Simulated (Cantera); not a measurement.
Input: 1 mol C, 1.2 mol CO₂, 11 mol H₂, 0.053 mol NH₃, held at 133 Pa.

Method: chemical equilibrium by Gibbs-energy minimisation in Cantera with the NASA 1993 tables (ideal gas, pure condensed phases). Candidate condensed phases: C, C₆H₆, C₇H₈, C₈H₁₈, H₂O; 136 gas species. Rates play no part.

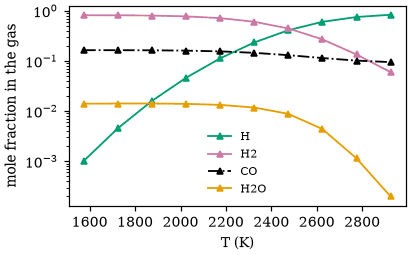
Figure. Equilibrium gas composition (values under 1e-9 drawn at 1e-9)

From 1575 K to 2925 K nothing is condensed. The main C-bearing gas is CO throughout.
